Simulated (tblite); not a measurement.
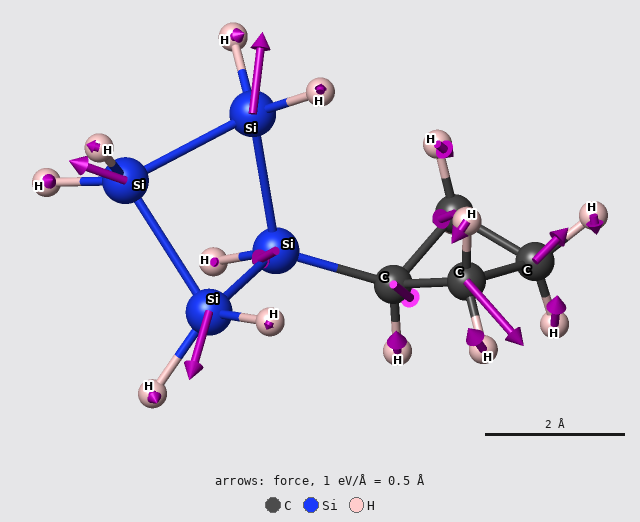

Starting geometry of C4H14Si4 with the computed forces as purple arrows. Style: ball-and-stick. Shown from a free direction.

Computed with GFN2-xTB geometry optimisation, gas phase (tblite). 

Q: Is this structure relaxed? If not, where do the atoms go?

A: It isn't relaxed: the largest force vector, on a C atom, is 2.55 eV/Å. The final displacements have little in common with the starting forces (cosine between the two patterns 0.09). The energy falls by 35.0 kcal/mol in 140 geometry steps. The atom that moves furthest after the best rigid fit is an H atom (2.12 Å). Largest moves by element: H 2.12 Å, Si 0.99 Å, C 0.80 Å. Among the contacts that change: Si–Si 3.042 → 3.347 Å, Si–Si 3.021 → 3.323 Å, Si–Si 2.230 → 2.369 Å, Si–Si 2.245 → 2.356 Å. Bond angles that change, for instance: H–Si–H 114.8° → 103.0°, Si–Si–H 109.1° → 119.9°, H–Si–H 113.1° → 102.7°. Groups turn about Si–Si by about 45°, Si–Si by about 45°, Si–Si by about 40°.
